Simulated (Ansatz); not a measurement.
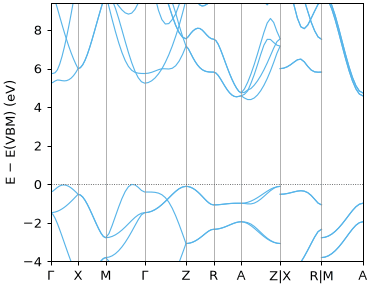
*Band structure from plane-wave PAW r²SCAN (Ansatz code)*

The gap is 4.38 eV; an edge lies off the plotted path or next to a special point (maximum off the standard path, minimum on the A–Z line, 21 % of the way from A).

The material is MgH₂ (rutile, P4_2/mnm).

The cell was relaxed with r²SCAN under the symmetry of its start; phonons on a q-mesh show no instability.

Potentials: the later of the program's two PAW sets.
